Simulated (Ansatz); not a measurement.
The calculation's input:

```
crystal:
  periodic: [false, false, false]
  atoms:
    - {symbol: C, position_ang: [-0.691019, 0.464456, -0.499612]}
    - {symbol: C, position_ang: [-0.588682, -0.335994, 0.807952]}
    - {symbol: N, position_ang: [0.659008, -0.930963, 0.303113]}
    - {symbol: C, position_ang: [0.809266, 0.173058, -0.658208]}
    - {symbol: H, position_ang: [-1.290967, -0.050079, -1.250297]}
    - {symbol: H, position_ang: [-1.001516, 1.506057, -0.434019]}
    - {symbol: H, position_ang: [-0.451455, 0.323060, 1.676329]}
    - {symbol: H, position_ang: [-1.381415, -1.054202, 1.033165]}
    - {symbol: H, position_ang: [1.405162, -1.034458, 0.978620]}
    - {symbol: H, position_ang: [1.424447, 1.006155, -0.291105]}
    - {symbol: H, position_ang: [1.172570, -0.124189, -1.645439]}
basis:
  gaussian: {orbitals: def2-TZVPP}
hamiltonian: {xc: pbe0, dispersion: d4}
output: {orbitals: {seedname: orbitals}}
```

Command:

```sh
ansatz run in.yaml --threads 2 --pin off --events-out ev --progress --plain --max-ram 4352MiB
```

Geometry: PBE0-D4/def2-TZVP.

The calculation used Ansatz 0.2.0, RKS PBE0-D4/def2-TZVPP.

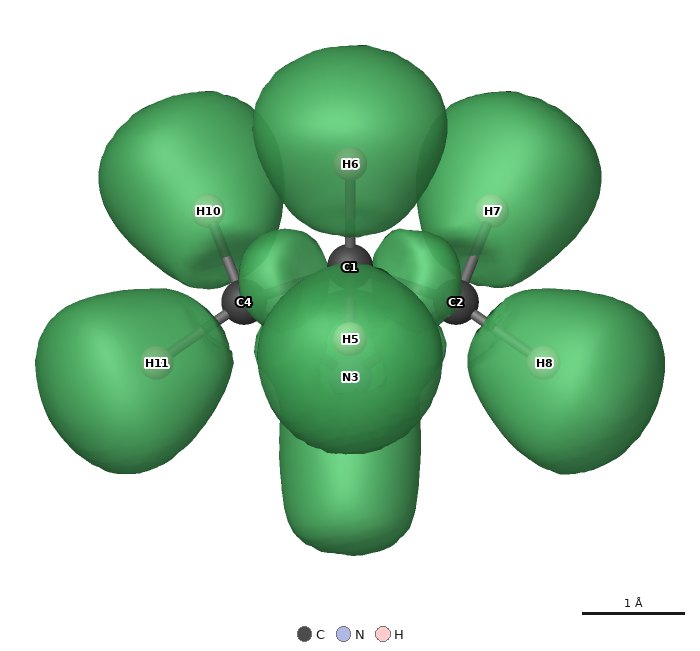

C$_{3}$H$_{7}$N (SMILES C1CNC1). Isosurface of the electron localisation function at 0.75 (green), seen from one side. Only the valence region is drawn (cores and ρ < 0.01 e/Å³ removed).

Q: Describe the localisation domains.

A: At this value the surface marks out two regions between bonded C–C atoms (shared pairs), six regions around hydrogen nuclei and one joined region spread over several atoms (H, N), in which their bonds and any lone pairs are merged.

Values along the shortest contacts:
C–N (1.47 Å): the ELF peaks at about 0.90 between the atoms; a shared electron pair. C–C (1.54 Å): the ELF peaks at about 0.95 between the atoms; a covalent bond.
